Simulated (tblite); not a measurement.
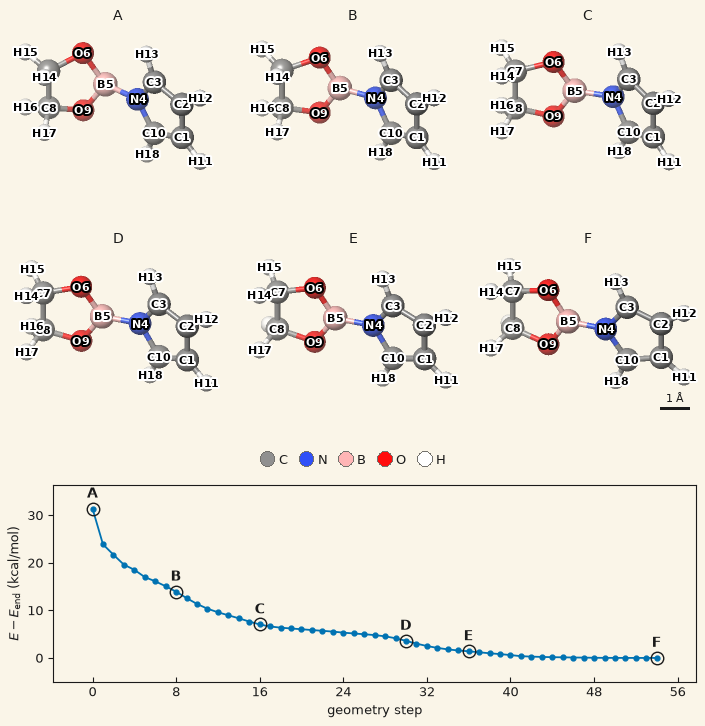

Frames of a relaxation of C6H8BNO2, marked on the history of the run. The picture is a ball-and-stick view, seen at a tilt.

The calculation used GFN2-xTB geometry optimisation, gas phase in tblite 0.8.0. 

Q: What happens along the run?

A: Over 54 geometry steps the energy falls by 31.4 kcal/mol. The largest moves after the best rigid fit, 1.00 Å, are those of H14 and H17. By element the largest moves are H 1.00 Å, B 0.96 Å, O 0.85 Å, N 0.44 Å, C 0.40 Å. Some distances before and after: N4–B5 1.520 → 1.431 Å, B5–O6 1.450 → 1.369 Å, C1–C2 1.384 → 1.418 Å, C1–C10 1.390 → 1.359 Å. Among the angles between lasting bonds that change: B5–O9–C8 99.7° → 108.4°, C1–C10–H18 125.2° → 131.0°, N4–C10–H18 124.9° → 119.9°. The run took 0.41 s on 1 thread of Arm Neoverse V1, on a shared host. From step 0 to 8: B and O atoms move most (0.25 Å), energy −17.5 kcal/mol. From step 8 to 16: H atoms move most (0.38 Å), energy −6.90 kcal/mol. From step 16 to 30: H atoms move most (0.31 Å), energy −3.44 kcal/mol. From step 30 to 36: H atoms move most (0.23 Å), energy −2.20 kcal/mol. From step 36 to 54: H atoms move most (0.28 Å), energy −1.40 kcal/mol.
